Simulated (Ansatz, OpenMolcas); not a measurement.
A ladder of methods for BNH3OF (SMILES NB(O)F)

The species is BNH3OF (7 atoms), meant as a singlet with charge 0. SMILES: `NB(O)F`. Geometry: relaxed at PBE0-D4/def2-TZVP. This is one conformer, not always the lowest.

```xyz
7

N    -0.5318    0.7534   -0.0321
B     0.0393   -0.5057   -0.2888
O     1.1063   -1.0443    0.3670
F    -0.4948   -1.2582   -1.2563
H    -1.3204    1.0817   -0.5597
H    -0.2101    1.3943    0.6685
H     1.4727   -0.4892    1.0557
```

Quantity: the energy change with the N1–B2 bond stretched from 1.406 to 2.531 Å, in eV. The values are calculated.

```json
{"level": "SVWN5/6-311+G** (restricted)", "kind": "LDA", "program": "Ansatz", "value (eV)": "5.36", "less CCSD(T)/6-311+G**": "+0.02"}
{"level": "BLYP/6-311+G** (restricted)", "kind": "GGA", "program": "Ansatz", "value (eV)": "4.78", "less CCSD(T)/6-311+G**": "-0.56"}
{"level": "PBE/6-311+G** (restricted)", "kind": "GGA", "program": "OpenMolcas", "value (eV)": "4.98", "less CCSD(T)/6-311+G**": "-0.36"}
{"level": "r2SCAN0/6-311+G** (restricted)", "kind": "hybrid meta-GGA", "program": "Ansatz", "value (eV)": "5.71", "less CCSD(T)/6-311+G**": "+0.37"}
{"level": "CAM-B3LYP/6-311+G** (restricted)", "kind": "range-separated hybrid", "program": "Ansatz", "value (eV)": "5.57", "less CCSD(T)/6-311+G**": "+0.23"}
{"level": "PBE-QIDH/6-311+G** (restricted)", "kind": "double hybrid", "program": "Ansatz", "value (eV)": "5.76", "less CCSD(T)/6-311+G**": "+0.42"}
{"level": "CCSD(T)/6-311+G** (restricted)", "kind": "coupled cluster or CI", "program": "Ansatz", "value (eV)": "5.34", "less CCSD(T)/6-311+G**": "0.00"}
{"level": "CCSD/6-311+G** (restricted)", "kind": "coupled cluster or CI", "program": "Ansatz", "value (eV)": "5.53", "less CCSD(T)/6-311+G**": "+0.19"}
```

Differences are taken from CCSD(T)/6-311+G** (restricted) for orientation; it has basis-set and higher-order errors of its own. Its T1 diagnostic reaches 0.021, a sign that one reference may not serve. At this stretch a single reference begins to fail. The first shape isn't each level's own minimum. The values span 4.78 to 5.76 eV.

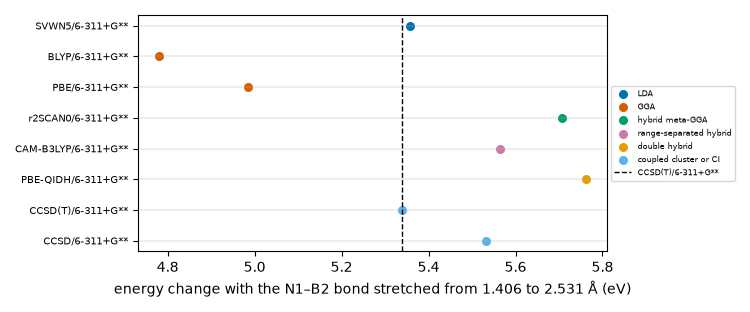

The values of the table, level by level.
